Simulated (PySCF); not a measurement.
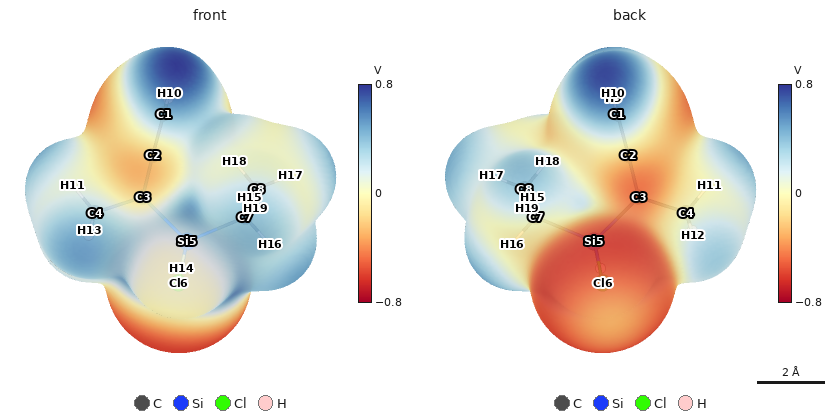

Figure 1: C$_{6}$H$_{11}$ClSi. The molecular electrostatic potential painted on the density surface at 0.001 e/bohr³, seen from the front and from behind; the colour scale runs from red (negative) to blue (positive).

Geometry: GFN2-xTB.

These are results of PBE0/pcSseg-1, SCF density, gas phase, non-relativistic (PySCF), not measurements.

| atom | x (Å) | y (Å) | z (Å) |
| --- | --- | --- | --- |
| C | -2.1843 | -0.2316 | 1.3263 |
| C | -1.4716 | -0.4232 | 0.2624 |
| C | -0.7314 | -0.5990 | -0.7926 |
| C | -1.1662 | -1.4973 | -1.9221 |
| Si | 0.9313 | 0.2848 | -0.9935 |
| Cl | 0.8163 | 1.4575 | -2.6535 |
| C | 1.3495 | 1.3809 | 0.5020 |
| C | 1.5759 | 0.5838 | 1.7822 |
| H | -2.9126 | 0.5613 | 1.3884 |
| H | -2.0892 | -0.8609 | 2.1975 |
| H | -2.1336 | -1.9477 | -1.7130 |
| H | -1.2337 | -0.9232 | -2.8447 |
| H | -0.4322 | -2.2874 | -2.0728 |
| H | 1.9842 | -0.7058 | -1.2472 |
| H | 0.5454 | 2.0997 | 0.6714 |
| H | 2.2448 | 1.9670 | 0.2852 |
| H | 1.8142 | 1.2471 | 2.6117 |
| H | 0.6840 | 0.0188 | 2.0399 |
| H | 2.3993 | -0.1154 | 1.6592 |

Which sites attract a positive test charge, and which a negative one?

Answer. A positive charge is drawn to the negative regions and a negative charge to the positive ones. The most negative region (about −0.6 V) lies over Cl6, the most positive (about +0.8 V) over H9 and H10.

What dipole moment does the calculation give?

Answer. Its dipole moment is 1.86 D.
